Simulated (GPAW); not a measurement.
# C2H3O (acetyl radical): a first try and a second

Aim: energy and one-electron properties of C2H3O (acetyl radical) at UPBE/dzp (scalar-relativistic datasets).

The results are computed with GPAW 26.7.0.

1 further run of the same task is left out (set aside as unsound or not needed).

### 1 The molecule

The species is C2H3O (6 atoms), meant as a doublet with charge 0. As SMILES, `C[C]=O`. The coordinates come from a PBE0-D4/def2-TZVP relaxation.

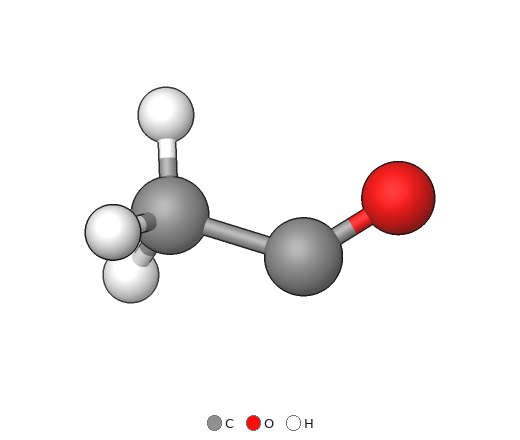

Viewed from a chosen angle; carbon grey, oxygen red, hydrogen white.

### 2 Try one

calc.py reads:

```python
import numpy as np
from ase.io.zmatrix import parse_zmatrix
from ase.units import Debye
from gpaw import GPAW

molecule = parse_zmatrix("""
C
C 1 1.49729
O 2 1.175479 1 129.25863
H 1 1.091485 2 108.65592 3 -123.11505
H 1 1.093724 4 110.61849 2 -122.58171
H 1 1.091782 4 107.07385 5 -120.47984
""")
molecule.center(vacuum=4.5)
molecule.set_initial_magnetic_moments([0.666667, 0.666667, 0.666667, 0.0, 0.0, 0.0])

dft = GPAW(mode="lcao",
           symmetry="off",
           xc="PBE",
           basis="dzp",
           h=0.2,
           occupations={"name": "fermi-dirac", "width": 0.02, "fixmagmom": True},
           maxiter=73,
           txt="-")
molecule.calc = dft

energy = molecule.get_potential_energy()
print(f"Energy: {energy:.5f} eV")
forces = molecule.get_forces()
print("Forces (eV/Ang)")
for symbol, f in zip(molecule.symbols, forces):
    print(f'{symbol:2} {f[0]:9.4f} {f[1]:9.4f} {f[2]:9.4f}')
dipole = molecule.get_dipole_moment() / Debye
print(f"Dipole: {np.linalg.norm(dipole):.3f} D")
```

Started as:

```bash
python calc.py
```

What it wrote:

```text
[...]
Number of symmetries: 1
[...]
  Number of IBZ points: 1
[...]
basis functions: 54
Spin-components: 2 (collinear spins)
Bands:           15
[...]
  Valence electrons: 17.0
[...]
  Grid points: [60 52 52]
  Charge: 0.0  # |e|
[...]
    cutoffs:
[...]
occupation numbers:
  Fixed magnetic moment: 2.000
[...]
xc functional:
  name: PBE with 2 nearest neighbor stencil
[...]
|iter     |     time |      energy | eigst |  dens |  magmom |
[...]
|iter:   1| 00:00:14 |  -29.446916 |      c|       |  +1.9963|
[...]
|iter:  11| 00:00:45 |  -28.960926c|      c| -4.41c|  +2.0000|
Converged in 11 steps
[...]
Energy contributions relative to reference atoms: (reference = -4133.579019)
Energy contributions:
  Kinetic:          35.843816
  Coulomb:         -34.210664
  Zero:              0.584421
  External:          0.000000
  Xc:              -31.164636
  Entropy:          -0.027726
  Spinorbit:         0.000000
  ----------------------------
  Free energy:     -28.974789
  Extrapolated:    -28.960926
dipole moment: (-0.392495, -0.082344, -0.000183)  # |e|*Ang
Total magnetic moment: (0.000000, 0.000000, 2.000003)
Local magnetic moments
|        x |        y |        z |
|----------|----------|----------|
| 0.000000 | 0.000000 | 0.061873 |  # C    0
| 0.000000 | 0.000000 | 0.385847 |  # C    1
| 0.000000 | 0.000000 | 0.413015 |  # O    2
| 0.000000 | 0.000000 | 0.013869 |  # H    3
| 0.000000 | 0.000000 | 0.020963 |  # H    4
| 0.000000 | 0.000000 | 0.013657 |  # H    5
Fermi levels: -1.650, -8.191
Eigenvalues  # (at kpt = [0.000, 0.000, 0.000])
| band index |      eig [eV] | occ [0-1] |      eig [eV] | occ [0-1] |
|------------|---------------|-----------|---------------|-----------|
|          0 |       -27.760 |     1.000 |       -26.822 |     1.000 |
|          1 |       -18.909 |     1.000 |       -18.502 |     1.000 |
|          2 |       -13.383 |     1.000 |       -12.522 |     1.000 |
|          3 |       -11.637 |     1.000 |       -10.849 |     1.000 |
|          4 |       -11.272 |     1.000 |       -10.790 |     1.000 |
|          5 |       -11.204 |     1.000 |       -10.567 |     1.000 |
|          6 |        -9.630 |     1.000 |        -8.982 |     1.000 |
|          7 |        -9.611 |     1.000 |        -8.191 |     0.500 |
|          8 |        -4.160 |     1.000 |        -1.671 |     0.000 |
|          9 |        -1.650 |     0.500 |        -0.159 |     0.000 |
|         10 |         2.000 |     0.000 |         2.197 |     0.000 |
|         11 |         3.258 |     0.000 |         3.544 |     0.000 |
[...]
Gap: 1.490 eV
Transition (v -> c):
[...]
Forces (eV/Ang)
C     1.1897    0.1457   -0.0248
C    -5.5781   -8.4463    0.0102
O     5.8618    7.9490    0.0273
H    -0.3785   -0.2565    0.8987
H    -0.5865    0.8149    0.0196
H    -0.3967   -0.2268   -0.8995
Dipole: 1.926 D
```

Wall time 47 s (1 thread of AMD EPYC (Zen 3), shared host); peak memory 0.61 GiB.

### 3 Diagnosis

The run finished; that doesn't make the result usable.

What is wrong: the spin state typed doesn't suit the molecule. Among its listed settings the sound run differs in this, and the input shows the rest: multiplicity 2 in place of 3.

### 4 The mended input

C2H3O_sp.py reads:

```python
import numpy as np
from ase.io.zmatrix import parse_zmatrix
from ase.units import Debye
from gpaw import GPAW

molecule = parse_zmatrix("""
C
C 1 1.49729
O 2 1.175479 1 129.25863
H 1 1.091485 2 108.65592 3 -123.11505
H 1 1.093724 4 110.61849 2 -122.58171
H 1 1.091782 4 107.07385 5 -120.47984
""")
molecule.center(vacuum=4.5)
molecule.set_initial_magnetic_moments([0.333333, 0.333333, 0.333333, 0.0, 0.0, 0.0])

dft = GPAW(mode="lcao",
           basis="dzp",
           h=0.2,
           xc="PBE",
           occupations={"name": "fermi-dirac", "width": 0.02, "fixmagmom": True},
           maxiter=100,
           symmetry="off",
           txt="-")
molecule.calc = dft

energy = molecule.get_potential_energy()
print(f"Energy                  {energy:.5f} eV")
forces = molecule.get_forces()
print("Forces (eV/Ang)")
for symbol, f in zip(molecule.symbols, forces):
    print(f'{symbol:2} {f[0]:9.4f} {f[1]:9.4f} {f[2]:9.4f}')
dipole = molecule.get_dipole_moment() / Debye
print(f"Dipole                  {np.linalg.norm(dipole):.3f} D")
```

Started as:

```bash
python C2H3O_sp.py
```

What it wrote, shortened:

```text
[...]
Number of symmetries: 1
[...]
  Number of IBZ points: 1
[...]
basis functions: 54
Spin-components: 2 (collinear spins)
Bands:           15
[...]
  Valence electrons: 17.0
[...]
  Grid points: [60 52 52]
  Charge: 0.0  # |e|
[...]
    cutoffs:
[...]
occupation numbers:
  Fixed magnetic moment: 1.000
[...]
xc functional:
  name: PBE with 2 nearest neighbor stencil
[...]
|iter     |     time |      energy | eigst |  dens |  magmom |
[...]
|iter:   1| 00:00:13 |  -33.264516 |      c|       |  +0.9982|
[...]
|iter:  11| 00:00:45 |  -32.312041c|      c| -4.41c|  +1.0000|
Converged in 11 steps
[...]
Energy contributions relative to reference atoms: (reference = -4133.579019)
Energy contributions:
  Kinetic:          30.012766
  Coulomb:         -32.185981
  Zero:              0.562456
  External:          0.000000
  Xc:              -30.701282
  Entropy:          -0.000000
  Spinorbit:         0.000000
  ----------------------------
  Free energy:     -32.312041
  Extrapolated:    -32.312041
dipole moment: (-0.431352, -0.111894, -0.000957)  # |e|*Ang
Total magnetic moment: (0.000000, 0.000000, 0.999984)
Local magnetic moments
|        x |        y |         z |
|----------|----------|-----------|
| 0.000000 | 0.000000 |  0.056980 |  # C    0
| 0.000000 | 0.000000 |  0.203599 |  # C    1
| 0.000000 | 0.000000 |  0.171274 |  # O    2
| 0.000000 | 0.000000 | -0.001250 |  # H    3
| 0.000000 | 0.000000 |  0.010224 |  # H    4
| 0.000000 | 0.000000 | -0.001324 |  # H    5
Fermi levels: -3.532, -2.444
Eigenvalues  # (at kpt = [0.000, 0.000, 0.000])
[...]
Gap: 1.668 eV
Transition (v -> c):
[...]
Forces (eV/Ang)
C     0.2445    0.1560    0.0082
C    -1.4121   -2.6646   -0.0017
O     2.1222    2.5533    0.0243
H    -0.2483   -0.3930    0.5790
H    -0.3258    0.7079    0.0133
H    -0.2517   -0.3759   -0.5928
Dipole                  2.140 D
```

Wall time 48 s (1 thread of AMD EPYC (Zen 3), shared host); peak memory 0.61 GiB.

### 5 Results

Level: UPBE/dzp (scalar-relativistic datasets).

| quantity | value |
| --- | --- |
| energy as printed (from the program's reference atoms) | -32.3120 eV |
| dipole moment | 2.14 D |
| HOMO energy (highest over α and β) | -3.82 eV |
| LUMO energy (lowest over α and β) | -2.15 eV |
